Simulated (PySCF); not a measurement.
**borane (BH₃): spin-spin couplings at several levels of theory**

How much do the spin-spin couplings of borane (BH₃) (`B`) depend on the level of theory, and what does each level cost?

The runs use PySCF 2.14.0, with density-fitted response routines of our own; the level of theory stands in each step. All values are computed, except where a source is named. Atoms count from 0, in the outputs and in this text.

## (1) The starting structure

4 atoms, charge 0, multiplicity 1; geometry from: PBE0-D3(BJ)/def2-SVP.

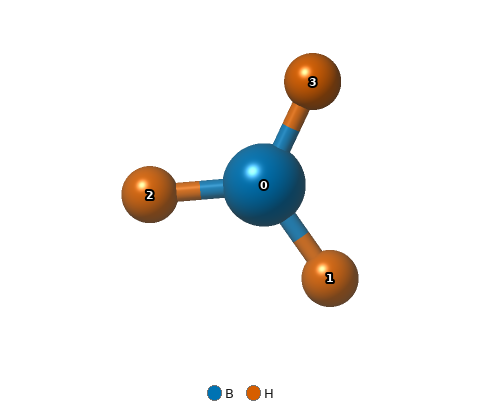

As it starts; boron blue, hydrogen orange, atoms numbered.

## (2) Indirect couplings: HF/pcJ-1

The job: settings as JSON, then the geometry in Å.

```
{"job": {"kind": "j", "xc": "HF", "basis": "pcJ-1"}, "charge": 0, "multiplicity": 1}
B     -0.010100    -0.014102    -0.030207
H     -0.172430     1.181598    -0.025588
H     -0.962044    -0.754894    -0.048095
H      1.108448    -0.466634    -0.018097
```

Method: HF/pcJ-1 indirect spin-spin coupling, non-relativistic, gas phase.

Launch:

```bash
OMP_NUM_THREADS=1 python probes_run.py task.json out
```

The driver reads the jobs from task.json and runs them one after another.

Log:

```text
final grid: 27328 points
cycle   1  E = -26.3738027637  dE = -2.928e-01  |g| = 1.878e-01  |ddm| = 1.201e+00
cycle   2  E = -26.3891386809  dE = -1.534e-02  |g| = 4.562e-02  |ddm| = 1.772e-01
cycle   3  E = -26.3900698072  dE = -9.311e-04  |g| = 9.666e-03  |ddm| = 5.868e-02
cycle   4  E = -26.3901220870  dE = -5.228e-05  |g| = 9.174e-04  |ddm| = 1.584e-02
cycle   5  E = -26.3901226467  dE = -5.597e-07  |g| = 1.315e-04  |ddm| = 2.563e-03
cycle   6  E = -26.3901226594  dE = -1.269e-08  |g| = 1.809e-05  |ddm| = 5.230e-04
cycle   7  E = -26.3901226597  dE = -2.704e-10  |g| = 1.316e-06  |ddm| = 9.487e-05
converged SCF energy = -26.3901226597

Indirect spin-spin couplings (Hz)
  i      j    bonds     total        FC       PSO       DSO        SD
  0 B    1 H    1    156.619   157.589    -1.238    -0.073     0.342
  0 B    2 H    1    157.134   158.106    -1.241    -0.074     0.342
  0 B    3 H    1    156.505   157.475    -1.237    -0.073     0.342
  1 H    2 H    2     -3.681    -3.478     2.123    -2.483     0.157
  1 H    3 H    2     -4.050    -3.854     2.109    -2.467     0.161
  2 H    3 H    2     -3.744    -3.542     2.121    -2.480     0.157
```

It took 0.19 s on 1 thread of Arm Neoverse V2, shared host.

A choice of the couplings up to four bonds, sorted by the number of bonds, with means over like pairs; isotopes 11B, 1H:

```tsv
pair	bonds	J (Hz)	Fermi contact (Hz)
B0–H1	1	156.8	157.7
H1–H2	2	-3.8	-3.6
```

Quadrupole couplings from the field gradients of the same density:

```tsv
atom	isotope	eQq/h (MHz)	η
B0	11B	5.644	0.00
```

## (3) Indirect couplings: LDA/pcJ-1

The job: settings as JSON, then the geometry in Å.

```
{"job": {"kind": "j", "xc": "LDA", "basis": "pcJ-1"}, "charge": 0, "multiplicity": 1}
B     -0.010100    -0.014102    -0.030207
H     -0.172430     1.181598    -0.025588
H     -0.962044    -0.754894    -0.048095
H      1.108448    -0.466634    -0.018097
```

With the program's defaults for keys left out, this is: LDA/pcJ-1 indirect spin-spin coupling, non-relativistic, gas phase.

Log:

```text
coarse grid: 2952 points
cycle   1  E = -26.2479927791  dE = -2.330e-01  |g| = 1.540e-01  |ddm| = 1.288e+00
cycle   2  E = -26.2508467515  dE = -2.854e-03  |g| = 1.198e-01  |ddm| = 2.639e-01
cycle   3  E = -26.2561414260  dE = -5.295e-03  |g| = 2.256e-02  |ddm| = 1.347e-01
cycle   4  E = -26.2562903548  dE = -1.489e-04  |g| = 7.541e-04  |ddm| = 1.997e-02
cycle   5  E = -26.2562905704  dE = -2.156e-07  |g| = 4.045e-05  |ddm| = 8.166e-04
final grid: 27328 points
cycle   6  E = -26.2661302572  dE = -2.282e-05  |g| = 2.047e-03  |ddm| = 5.369e-03
cycle   7  E = -26.2661305146  dE = -2.573e-07  |g| = 7.170e-04  |ddm| = 1.670e-03
cycle   8  E = -26.2661306308  dE = -1.163e-07  |g| = 4.306e-04  |ddm| = 1.070e-03
cycle   9  E = -26.2661306918  dE = -6.095e-08  |g| = 1.272e-05  |ddm| = 3.939e-04
cycle  10  E = -26.2661306918  dE = -6.617e-11  |g| = 1.779e-06  |ddm| = 1.765e-05
converged SCF energy = -26.2661306918

Indirect spin-spin couplings (Hz)
  i      j    bonds     total        FC       PSO       DSO        SD
  0 B    1 H    1    108.254   109.687    -2.001    -0.045     0.612
  0 B    2 H    1    108.724   110.163    -2.006    -0.045     0.611
  0 B    3 H    1    108.154   109.586    -2.000    -0.045     0.613
  1 H    2 H    2      2.406     2.619     2.077    -2.463     0.173
  1 H    3 H    2      2.165     2.371     2.065    -2.447     0.177
  2 H    3 H    2      2.363     2.575     2.075    -2.460     0.174
```

Wall time 0.48 s (1 thread of Arm Neoverse V2, shared host).

Key values: J(B0,H1) 108.4 Hz, J(H1,H2) 2.3 Hz (means over like pairs).

## (4) J couplings: PBE/pcJ-1

The job: settings as JSON, then the geometry in Å.

```
{"job": {"kind": "j", "xc": "PBE", "basis": "pcJ-1"}, "charge": 0, "multiplicity": 1}
B     -0.010100    -0.014102    -0.030207
H     -0.172430     1.181598    -0.025588
H     -0.962044    -0.754894    -0.048095
H      1.108448    -0.466634    -0.018097
```

With the program's defaults for keys left out, this is: PBE/pcJ-1 indirect spin-spin coupling, non-relativistic, gas phase.

Log:

```text
coarse grid: 2952 points
cycle   1  E = -26.5302948186  dE = -2.329e-01  |g| = 1.388e-01  |ddm| = 1.295e+00
cycle   2  E = -26.5336527671  dE = -3.358e-03  |g| = 1.040e-01  |ddm| = 2.557e-01
cycle   3  E = -26.5377692924  dE = -4.117e-03  |g| = 1.923e-02  |ddm| = 1.205e-01
cycle   4  E = -26.5378822612  dE = -1.130e-04  |g| = 7.456e-04  |ddm| = 1.733e-02
cycle   5  E = -26.5378824464  dE = -1.852e-07  |g| = 3.190e-05  |ddm| = 7.148e-04
final grid: 27328 points
cycle   6  E = -26.5455610896  dE = -2.596e-05  |g| = 3.342e-03  |ddm| = 8.674e-03
cycle   7  E = -26.5455614069  dE = -3.174e-07  |g| = 3.106e-03  |ddm| = 5.870e-03
cycle   8  E = -26.5455647480  dE = -3.341e-06  |g| = 1.444e-04  |ddm| = 3.002e-03
cycle   9  E = -26.5455647529  dE = -4.941e-09  |g| = 1.267e-05  |ddm| = 1.292e-04
cycle  10  E = -26.5455647530  dE = -6.546e-11  |g| = 3.663e-06  |ddm| = 2.251e-05
converged SCF energy = -26.5455647530

Indirect spin-spin couplings (Hz)
  i      j    bonds     total        FC       PSO       DSO        SD
  0 B    1 H    1    131.412   132.517    -1.781    -0.050     0.726
  0 B    2 H    1    131.923   133.035    -1.786    -0.050     0.724
  0 B    3 H    1    131.298   132.403    -1.781    -0.050     0.726
  1 H    2 H    2      1.974     2.134     2.095    -2.467     0.213
  1 H    3 H    2      1.695     1.848     2.082    -2.451     0.216
  2 H    3 H    2      1.927     2.085     2.093    -2.465     0.213
```

Run time: 0.73 s. Hardware: 1 thread of Arm Neoverse V2, shared host.

In short: J(B0,H1) 131.5 Hz, J(H1,H2) 1.9 Hz (means over like pairs).

## (5) Indirect couplings: KT2/pcJ-1

The job: settings as JSON, then the geometry in Å.

```
{"job": {"kind": "j", "xc": "KT2", "basis": "pcJ-1"}, "charge": 0, "multiplicity": 1}
B     -0.010100    -0.014102    -0.030207
H     -0.172430     1.181598    -0.025588
H     -0.962044    -0.754894    -0.048095
H      1.108448    -0.466634    -0.018097
```

With the program's defaults for keys left out, this is: KT2/pcJ-1 indirect spin-spin coupling, non-relativistic, gas phase.

Log:

```text
coarse grid: 2952 points
cycle   1  E = -27.0967899882  dE = -2.321e-01  |g| = 1.304e-01  |ddm| = 1.289e+00
cycle   2  E = -27.1005683137  dE = -3.778e-03  |g| = 8.652e-02  |ddm| = 2.323e-01
cycle   3  E = -27.1033130285  dE = -2.745e-03  |g| = 1.661e-02  |ddm| = 1.011e-01
cycle   4  E = -27.1034064826  dE = -9.345e-05  |g| = 5.688e-04  |ddm| = 1.666e-02
cycle   5  E = -27.1034065971  dE = -1.146e-07  |g| = 7.687e-05  |ddm| = 6.611e-04
final grid: 27328 points
cycle   6  E = -27.1029035364  dE = -6.941e-05  |g| = 4.993e-03  |ddm| = 1.217e-02
cycle   7  E = -27.1029044139  dE = -8.775e-07  |g| = 3.084e-03  |ddm| = 5.836e-03
cycle   8  E = -27.1029074144  dE = -3.000e-06  |g| = 6.183e-04  |ddm| = 3.467e-03
cycle   9  E = -27.1029075549  dE = -1.406e-07  |g| = 1.097e-05  |ddm| = 6.265e-04
cycle  10  E = -27.1029075550  dE = -3.929e-11  |g| = 3.643e-06  |ddm| = 1.894e-05
converged SCF energy = -27.1029075550

Indirect spin-spin couplings (Hz)
  i      j    bonds     total        FC       PSO       DSO        SD
  0 B    1 H    1    136.101   137.208    -1.625    -0.059     0.578
  0 B    2 H    1    136.698   137.809    -1.629    -0.060     0.577
  0 B    3 H    1    135.973   137.079    -1.625    -0.059     0.578
  1 H    2 H    2      2.651     2.840     2.116    -2.486     0.180
  1 H    3 H    2      2.284     2.466     2.103    -2.470     0.184
  2 H    3 H    2      2.586     2.774     2.114    -2.483     0.181
```

Run time: 0.73 s. Hardware: 1 thread of Arm Neoverse V2, shared host.

In short: J(B0,H1) 136.3 Hz, J(H1,H2) 2.5 Hz (means over like pairs).

## (6) Indirect couplings: PBE0/pcJ-1

The job: settings as JSON, then the geometry in Å.

```
{"job": {"kind": "j", "xc": "PBE0", "basis": "pcJ-1"}, "charge": 0, "multiplicity": 1}
B     -0.010100    -0.014102    -0.030207
H     -0.172430     1.181598    -0.025588
H     -0.962044    -0.754894    -0.048095
H      1.108448    -0.466634    -0.018097
```

Level: PBE0/pcJ-1 indirect spin-spin coupling, non-relativistic, gas phase.

Log:

```text
coarse grid: 2952 points
cycle   1  E = -26.5500986371  dE = -2.540e-01  |g| = 8.377e-02  |ddm| = 1.254e+00
cycle   2  E = -26.5522331631  dE = -2.135e-03  |g| = 2.386e-02  |ddm| = 1.229e-01
cycle   3  E = -26.5524127902  dE = -1.796e-04  |g| = 1.054e-02  |ddm| = 3.074e-02
cycle   4  E = -26.5524496908  dE = -3.690e-05  |g| = 4.262e-04  |ddm| = 9.561e-03
cycle   5  E = -26.5524497566  dE = -6.583e-08  |g| = 1.526e-05  |ddm| = 6.157e-04
final grid: 27328 points
cycle   6  E = -26.5581482885  dE = -1.638e-05  |g| = 1.829e-03  |ddm| = 6.332e-03
cycle   7  E = -26.5581489591  dE = -6.707e-07  |g| = 1.190e-03  |ddm| = 2.621e-03
cycle   8  E = -26.5581494326  dE = -4.735e-07  |g| = 3.296e-05  |ddm| = 1.042e-03
cycle   9  E = -26.5581494328  dE = -1.756e-10  |g| = 2.284e-06  |ddm| = 2.506e-05
converged SCF energy = -26.5581494328

Indirect spin-spin couplings (Hz)
  i      j    bonds     total        FC       PSO       DSO        SD
  0 B    1 H    1    133.371   134.443    -1.651    -0.055     0.635
  0 B    2 H    1    133.875   134.952    -1.655    -0.055     0.634
  0 B    3 H    1    133.261   134.332    -1.651    -0.055     0.635
  1 H    2 H    2      1.221     1.396     2.104    -2.475     0.196
  1 H    3 H    2      0.933     1.101     2.091    -2.459     0.199
  2 H    3 H    2      1.172     1.346     2.102    -2.472     0.196
```

Wall time 0.62 s (1 thread of Arm Neoverse V2, shared host).

In short: J(B0,H1) 133.5 Hz, J(H1,H2) 1.1 Hz (means over like pairs).

## (7) Indirect couplings: B97-2/pcJ-1

The job: settings as JSON, then the geometry in Å.

```
{"job": {"kind": "j", "xc": "B97-2", "basis": "pcJ-1"}, "charge": 0, "multiplicity": 1}
B     -0.010100    -0.014102    -0.030207
H     -0.172430     1.181598    -0.025588
H     -0.962044    -0.754894    -0.048095
H      1.108448    -0.466634    -0.018097
```

Level: B97-2/pcJ-1 indirect spin-spin coupling, non-relativistic, gas phase.

Log:

```text
coarse grid: 2952 points
cycle   1  E = -26.5915553064  dE = -2.528e-01  |g| = 8.778e-02  |ddm| = 1.262e+00
cycle   2  E = -26.5938507648  dE = -2.295e-03  |g| = 2.321e-02  |ddm| = 1.254e-01
cycle   3  E = -26.5940192073  dE = -1.684e-04  |g| = 1.065e-02  |ddm| = 3.071e-02
cycle   4  E = -26.5940570048  dE = -3.780e-05  |g| = 5.643e-04  |ddm| = 9.937e-03
cycle   5  E = -26.5940570948  dE = -9.006e-08  |g| = 1.562e-05  |ddm| = 5.375e-04
final grid: 27328 points
cycle   6  E = -26.5982794172  dE = -1.982e-05  |g| = 1.591e-03  |ddm| = 8.306e-03
cycle   7  E = -26.5982798619  dE = -4.446e-07  |g| = 9.723e-04  |ddm| = 2.097e-03
cycle   8  E = -26.5982801736  dE = -3.117e-07  |g| = 5.360e-05  |ddm| = 8.910e-04
cycle   9  E = -26.5982801745  dE = -8.965e-10  |g| = 2.917e-06  |ddm| = 5.286e-05
converged SCF energy = -26.5982801745

Indirect spin-spin couplings (Hz)
  i      j    bonds     total        FC       PSO       DSO        SD
  0 B    1 H    1    137.635   138.654    -1.545    -0.057     0.584
  0 B    2 H    1    138.129   139.151    -1.549    -0.057     0.584
  0 B    3 H    1    137.532   138.550    -1.545    -0.057     0.584
  1 H    2 H    2      3.420     3.629     2.112    -2.477     0.155
  1 H    3 H    2      3.164     3.367     2.099    -2.461     0.158
  2 H    3 H    2      3.378     3.586     2.110    -2.474     0.156
```

Wall time 0.6 s (1 thread of Arm Neoverse V2, shared host).

In short: J(B0,H1) 137.8 Hz, J(H1,H2) 3.3 Hz (means over like pairs).

## (8) Spin-spin couplings: CAM-B3LYP/pcJ-1

The job: settings as JSON, then the geometry in Å.

```
{"job": {"kind": "j", "xc": "CAM-B3LYP", "basis": "pcJ-1"}, "charge": 0, "multiplicity": 1}
B     -0.010100    -0.014102    -0.030207
H     -0.172430     1.181598    -0.025588
H     -0.962044    -0.754894    -0.048095
H      1.108448    -0.466634    -0.018097
```

Level: CAM-B3LYP/pcJ-1 indirect spin-spin coupling, non-relativistic, gas phase.

Log:

```text
coarse grid: 2952 points
cycle   1  E = -26.5737759932  dE = -2.661e-01  |g| = 9.407e-02  |ddm| = 1.241e+00
cycle   2  E = -26.5768381850  dE = -3.062e-03  |g| = 1.616e-02  |ddm| = 1.006e-01
cycle   3  E = -26.5769593728  dE = -1.212e-04  |g| = 5.638e-03  |ddm| = 2.820e-02
cycle   4  E = -26.5769706550  dE = -1.128e-05  |g| = 8.583e-04  |ddm| = 6.883e-03
cycle   5  E = -26.5769709917  dE = -3.367e-07  |g| = 5.403e-05  |ddm| = 1.811e-03
final grid: 27328 points
cycle   6  E = -26.5836542009  dE = -1.424e-05  |g| = 1.064e-03  |ddm| = 3.159e-03
cycle   7  E = -26.5836542730  dE = -7.206e-08  |g| = 1.010e-04  |ddm| = 4.774e-04
cycle   8  E = -26.5836542753  dE = -2.294e-09  |g| = 2.898e-05  |ddm| = 9.165e-05
cycle   9  E = -26.5836542756  dE = -2.748e-10  |g| = 6.036e-06  |ddm| = 3.196e-05
converged SCF energy = -26.5836542756

Indirect spin-spin couplings (Hz)
  i      j    bonds     total        FC       PSO       DSO        SD
  0 B    1 H    1    138.935   140.120    -1.666    -0.067     0.547
  0 B    2 H    1    139.458   140.648    -1.670    -0.067     0.547
  0 B    3 H    1    138.821   140.005    -1.665    -0.067     0.547
  1 H    2 H    2      3.325     3.540     2.116    -2.485     0.154
  1 H    3 H    2      3.009     3.217     2.103    -2.469     0.158
  2 H    3 H    2      3.270     3.483     2.113    -2.482     0.155
```

Wall time 0.73 s (1 thread of Arm Neoverse V2, shared host).

In short: J(B0,H1) 139.1 Hz, J(H1,H2) 3.2 Hz (means over like pairs).

## (9) Indirect couplings: BHandHLYP/pcJ-1

The job: settings as JSON, then the geometry in Å.

```
{"job": {"kind": "j", "xc": "BHandHLYP", "basis": "pcJ-1"}, "charge": 0, "multiplicity": 1}
B     -0.010100    -0.014102    -0.030207
H     -0.172430     1.181598    -0.025588
H     -0.962044    -0.754894    -0.048095
H      1.108448    -0.466634    -0.018097
```

With the program's defaults for keys left out, this is: BHandHLYP/pcJ-1 indirect spin-spin coupling, non-relativistic, gas phase.

Log:

```text
coarse grid: 2952 points
cycle   1  E = -26.5834377270  dE = -2.733e-01  |g| = 9.746e-02  |ddm| = 1.236e+00
cycle   2  E = -26.5870393419  dE = -3.602e-03  |g| = 1.730e-02  |ddm| = 1.076e-01
cycle   3  E = -26.5871719064  dE = -1.326e-04  |g| = 5.913e-03  |ddm| = 2.991e-02
cycle   4  E = -26.5871841493  dE = -1.224e-05  |g| = 4.991e-04  |ddm| = 5.773e-03
cycle   5  E = -26.5871842695  dE = -1.203e-07  |g| = 2.983e-05  |ddm| = 1.097e-03
final grid: 27328 points
cycle   6  E = -26.5916568617  dE = -7.446e-06  |g| = 4.506e-04  |ddm| = 2.617e-03
cycle   7  E = -26.5916568923  dE = -3.063e-08  |g| = 5.948e-05  |ddm| = 3.867e-04
cycle   8  E = -26.5916568936  dE = -1.220e-09  |g| = 2.298e-05  |ddm| = 7.634e-05
cycle   9  E = -26.5916568937  dE = -1.762e-10  |g| = 2.589e-06  |ddm| = 2.312e-05
converged SCF energy = -26.5916568937

Indirect spin-spin couplings (Hz)
  i      j    bonds     total        FC       PSO       DSO        SD
  0 B    1 H    1    149.072   150.136    -1.480    -0.072     0.488
  0 B    2 H    1    149.603   150.670    -1.483    -0.073     0.488
  0 B    3 H    1    148.955   150.019    -1.479    -0.072     0.488
  1 H    2 H    2      3.113     3.328     2.128    -2.492     0.149
  1 H    3 H    2      2.775     2.983     2.115    -2.476     0.153
  2 H    3 H    2      3.053     3.267     2.126    -2.489     0.150
```

Run time: 0.62 s. Hardware: 1 thread of Arm Neoverse V2, shared host.

This run: J(B0,H1) 149.2 Hz, J(H1,H2) 3.0 Hz (means over like pairs).

## (10) Spin-spin couplings: B3LYP/pcJ-0

The job: settings as JSON, then the geometry in Å.

```
{"job": {"kind": "j", "xc": "B3LYP", "basis": "pcJ-0"}, "charge": 0, "multiplicity": 1}
B     -0.010100    -0.014102    -0.030207
H     -0.172430     1.181598    -0.025588
H     -0.962044    -0.754894    -0.048095
H      1.108448    -0.466634    -0.018097
```

Method: B3LYP/pcJ-0 indirect spin-spin coupling, non-relativistic, gas phase.

Log:

```text
coarse grid: 2952 points
cycle   1  E = -26.5695659054  dE = -2.844e-01  |g| = 8.459e-02  |ddm| = 1.454e+00
cycle   2  E = -26.5717321883  dE = -2.166e-03  |g| = 2.402e-02  |ddm| = 1.800e-01
cycle   3  E = -26.5719446459  dE = -2.125e-04  |g| = 9.578e-03  |ddm| = 4.740e-02
cycle   4  E = -26.5719763247  dE = -3.168e-05  |g| = 2.984e-04  |ddm| = 1.383e-02
cycle   5  E = -26.5719763609  dE = -3.619e-08  |g| = 9.269e-06  |ddm| = 6.622e-04
final grid: 27328 points
cycle   6  E = -26.5725116088  dE = -4.801e-06  |g| = 9.780e-04  |ddm| = 3.518e-03
cycle   7  E = -26.5725116884  dE = -7.953e-08  |g| = 3.309e-04  |ddm| = 1.105e-03
cycle   8  E = -26.5725117178  dE = -2.942e-08  |g| = 7.810e-05  |ddm| = 5.048e-04
cycle   9  E = -26.5725117201  dE = -2.305e-09  |g| = 1.097e-06  |ddm| = 1.171e-04
cycle  10  E = -26.5725117201  dE = -4.761e-13  |g| = 2.073e-07  |ddm| = 2.029e-06
converged SCF energy = -26.5725117201

Indirect spin-spin couplings (Hz)
  i      j    bonds     total        FC       PSO       DSO        SD
  0 B    1 H    1    123.923   125.530    -1.963     0.034     0.322
  0 B    2 H    1    124.401   126.012    -1.968     0.034     0.322
  0 B    3 H    1    123.819   125.425    -1.963     0.034     0.323
  1 H    2 H    2      0.892     1.876     1.105    -2.313     0.224
  1 H    3 H    2      0.603     1.577     1.095    -2.297     0.228
  2 H    3 H    2      0.842     1.825     1.103    -2.311     0.225
```

Run time: 0.37 s. Hardware: 1 thread of Arm Neoverse V2, shared host.

Key values: J(B0,H1) 124.0 Hz (means over like pairs).

## (11) Indirect couplings: B3LYP/pcJ-2

The job: settings as JSON, then the geometry in Å.

```
{"job": {"kind": "j", "xc": "B3LYP", "basis": "pcJ-2"}, "charge": 0, "multiplicity": 1}
B     -0.010100    -0.014102    -0.030207
H     -0.172430     1.181598    -0.025588
H     -0.962044    -0.754894    -0.048095
H      1.108448    -0.466634    -0.018097
```

Method: B3LYP/pcJ-2 indirect spin-spin coupling, non-relativistic, gas phase.

Log:

```text
coarse grid: 2952 points
cycle   1  E = -26.6191010130  dE = -2.515e-01  |g| = 1.026e-01  |ddm| = 1.051e+00
cycle   2  E = -26.6220385574  dE = -2.938e-03  |g| = 3.947e-02  |ddm| = 1.357e-01
cycle   3  E = -26.6225575031  dE = -5.189e-04  |g| = 1.392e-02  |ddm| = 3.520e-02
cycle   4  E = -26.6226206672  dE = -6.316e-05  |g| = 6.358e-04  |ddm| = 9.178e-03
cycle   5  E = -26.6226207751  dE = -1.079e-07  |g| = 1.130e-05  |ddm| = 6.080e-04
final grid: 27328 points
cycle   6  E = -26.6260602570  dE = -3.055e-05  |g| = 1.330e-03  |ddm| = 1.223e-02
cycle   7  E = -26.6260604705  dE = -2.135e-07  |g| = 5.869e-04  |ddm| = 8.664e-04
cycle   8  E = -26.6260605704  dE = -9.994e-08  |g| = 1.503e-04  |ddm| = 4.500e-04
cycle   9  E = -26.6260605780  dE = -7.600e-09  |g| = 7.651e-06  |ddm| = 1.024e-04
cycle  10  E = -26.6260605780  dE = -2.308e-11  |g| = 5.780e-07  |ddm| = 6.333e-06
converged SCF energy = -26.6260605780

Indirect spin-spin couplings (Hz)
  i      j    bonds     total        FC       PSO       DSO        SD
  0 B    1 H    1    141.920   142.832    -1.561    -0.079     0.728
  0 B    2 H    1    142.463   143.380    -1.564    -0.079     0.727
  0 B    3 H    1    141.799   142.710    -1.560    -0.079     0.728
  1 H    2 H    2      4.314     4.185     2.302    -2.495     0.322
  1 H    3 H    2      3.990     3.854     2.289    -2.479     0.326
  2 H    3 H    2      4.257     4.127     2.300    -2.492     0.322
```

Wall time 1.4 s (1 thread of Arm Neoverse V2, shared host); peak memory 0.34 GiB.

Key values: J(B0,H1) 142.1 Hz, J(H1,H2) 4.2 Hz (means over like pairs).

## (12) Run by run: spin-spin couplings

Couplings (Hz), each a mean over the pairs like the one named, with basis size and wall time:

```tsv
run	B0–H1	H1–H2	functions	time
HF/pcJ-1	156.8	-3.8	57	0.19 s
LDA/pcJ-1	108.4	2.3	57	0.48 s
PBE/pcJ-1	131.5	1.9	57	0.73 s
KT2/pcJ-1	136.3	2.5	57	0.73 s
PBE0/pcJ-1	133.5	1.1	57	0.62 s
B97-2/pcJ-1	137.8	3.3	57	0.6 s
CAM-B3LYP/pcJ-1	139.1	3.2	57	0.73 s
BHandHLYP/pcJ-1	149.2	3.0	57	0.62 s
B3LYP/pcJ-0	124.0	0.8	22	0.37 s
B3LYP/pcJ-2	142.1	4.2	123	1.4 s
```

## (13) Summary of results

```
                                quantity                                           value
largest coupling of the table (HF/pcJ-1)  1J(B,H) B0–H1, 156.8 Hz (mean over like pairs)
 range of J(B0,H1), mean over like pairs                               108.4 to 156.8 Hz
```

In words: Single values in the summary come from the first sound run of each kind (HF/pcJ-1), which need not be the best level. Hartree-Fock holds no correlation and is known to exaggerate Fermi-contact couplings, so these values are no estimate of measured ones. In the run at HF/pcJ-1, the largest coupling of the table is B0–H1 (mean over like pairs), 156.8 Hz, of which the Fermi-contact term gives 157.7 Hz. The coupling B0–H1, as a mean over pairs of its kind, runs from 108.4 Hz (LDA/pcJ-1) to 156.8 Hz (HF/pcJ-1).
